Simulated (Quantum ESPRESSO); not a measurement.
# Dipole at the next field: 1T-SiSSe, 2 layers, AA stacking

**Set-up.** Quantum ESPRESSO 7.5, PBE, GBRV ultrasoft; sawtooth field along the normal with dipole correction, ions clamped, threshold 1e-9 Ry; cell area 9.851 Å².

```tsv
field (V/Å)	dipole (e Å a cell)
0	−0.03060
0.1	0.02371
0.2	0.07857
```

**Question.** What is the dipole at 0.4 V/Å, and what electrostatic thickness 4πα/A follows from the rows?

By hand: The slope is (0.07857 − (−0.03060))/0.2 = 0.5458 e Å²/V, so 4πα/A = 180.95 × 0.5458/9.851 = 10.03 Å. Linear response gives p = −0.03060 + 0.5458 × (0.4) = 0.18774 e Å; a parabola through the three rows gives 0.18994.

**The withheld run.** p = 0.18975 e Å. The line misses by 0.9 % of the induced dipole and the parabola by 0.1 %. The response is linear over this range.

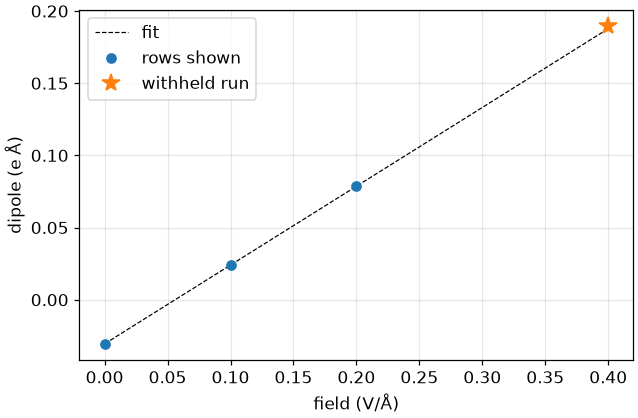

The rows shown, the fit and the withheld run.

**Limits.** Electrons alone respond; local and semilocal functionals tend to overscreen.

[Logs are printed without paths, hosts, clocks, repeated set-up lines and the standing remarks that a program may print on its own settings, such as how far it seeks lower states.]
